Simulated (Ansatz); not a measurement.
# BClH₅NSi: what the fields show

```xyz
9

B    -0.6216    1.4159   -0.6288
Si    0.3658   -0.3259   -0.3503
N     0.4849   -0.7411    1.3060
Cl   -0.8312   -1.6562   -1.4791
H    -0.3411    2.1724   -1.5154
H    -1.5620    1.6902    0.0644
H     1.7177   -0.4364   -0.9281
H     1.0892   -1.4793    1.6126
H    -0.3016   -0.6396    1.9186
```

Method: RHF/def2-SVP (Ansatz 0.2.0).

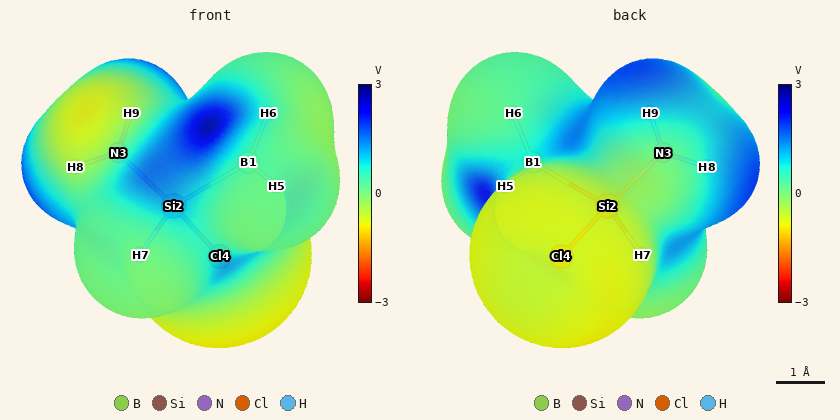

Figure 1. The electrostatic potential painted on the density surface at 0.002 e/bohr³, seen from the front and from behind; red is negative and blue positive.

Question: Where is the surface potential most negative and most positive?

Answer: The most negative region (about −0.9 V) lies over N3 and Cl4, the most positive (about +2.6 V) over B1.

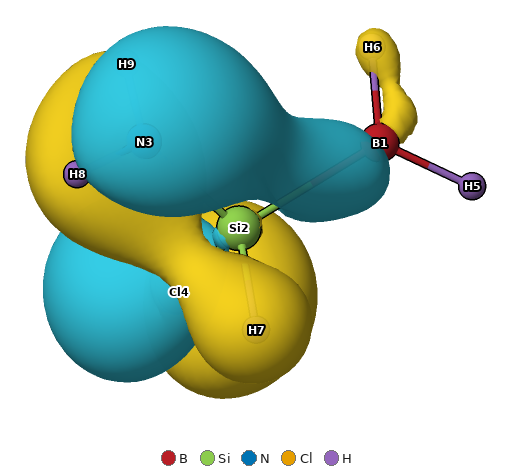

Figure 2. The HOMO−1 at ±0.08 Å⁻³ᐟ² (yellow and cyan are the two phases), seen at a tilt.

Question: Where does this orbital lie, and at what energy?

Answer: By Hirshfeld shares it lies mainly on N3 (about 40 %) and Cl4 (about 35 %); largely a combination of lone pairs on N3 and Cl4. Its energy is −11.39 eV.

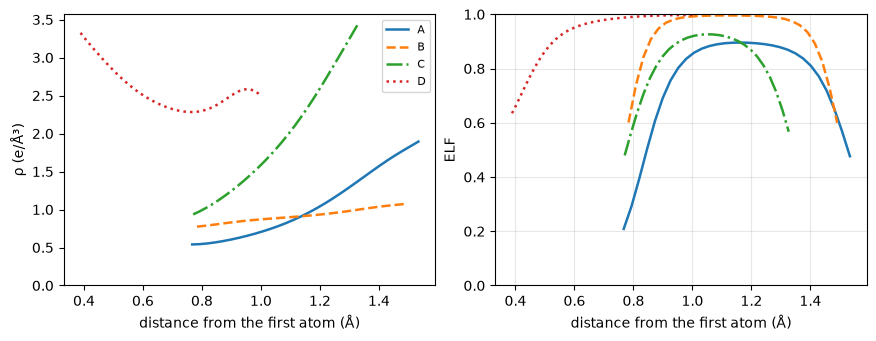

Figure 3. Electron density and ELF along straight lines between neighbouring atoms. The curves leave out the atomic cores.

Question: Which curve belongs to which contact (N–H, Si–B, Si–Cl and Si–N)? The first atom named is at distance zero.

Answer: Curve A: Si–Cl (2.12 Å): ρ is about 0.78 e/Å³ halfway; the ELF peaks at about 0.90 between the atoms, as expected for a shared but strongly polarised pair. Curve B: Si–B (2.02 Å): ρ at the midpoint is about 0.87 e/Å³; the ELF peaks at about 1 between the atoms (a shared electron pair). Curve C: Si–N (1.71 Å): ρ is about 1.1 e/Å³ halfway; the ELF peaks at about 0.95 between the atoms: a shared but strongly polarised pair. Curve D: N–H (1.00 Å): the density is about 2.8 e/Å³ at the midpoint; the ELF climbs to about 1 towards the hydrogen, as it does in any bond to H: a covalent bond by its length.

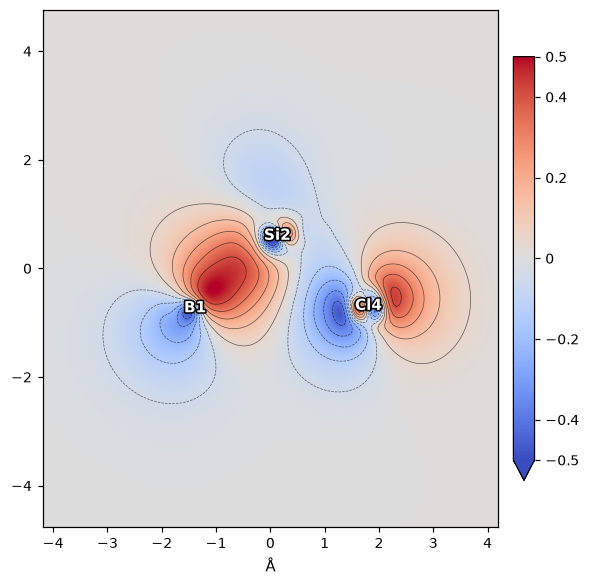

Figure 4. The HOMO on the plane of atoms B1, Si2 and Cl4 (values in Å⁻³ᐟ²; the overall sign is arbitrary).

Question: What is the character of this orbital?

Answer: It lies mainly on Cl4 (about 30 %), B1 (about 25 %), Si2 (about 20 %) and N3 (about 15 %). Its energy is −10.94 eV.
